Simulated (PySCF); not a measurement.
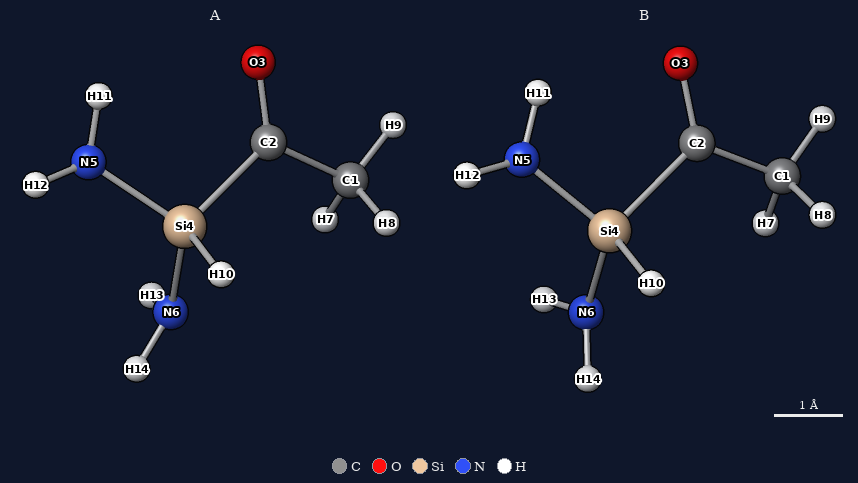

Two geometries of C$_{2}$H$_{8}$N$_{2}$OSi, drawn at one scale. One is the start of a relaxation, the other its converged end. A ball-and-stick model, seen at a tilt.

All numbers below come from PBE0-D3(BJ)/def2-SVP geometry optimisation, gas phase (PySCF). 

Question: Which geometry has the lower energy?

Answer: Structure B is the relaxed one. The start comes from GFN2-xTB. Its atoms were then displaced at random by about 0.01 Å. The atom that moves furthest after the best rigid fit is H13 (0.55 Å). By element the largest moves are H 0.55 Å, N 0.21 Å, O 0.13 Å, C 0.11 Å, Si 0.10 Å. Among the contacts that change: C2–Si4 1.880 → 1.940 Å, C1–H8 1.062 → 1.103 Å, C1–C2 1.536 → 1.505 Å, C1–H7 1.079 → 1.102 Å. Among the angles between lasting bonds that change: H11–N5–H12 109.2° → 113.8°, C2–Si4–N5 103.6° → 99.6°, H13–N6–H14 108.6° → 112.0°. Groups turn about Si4–N6 by about 30°. After 11 geometry steps the energy has fallen by 4.05 kcal/mol.
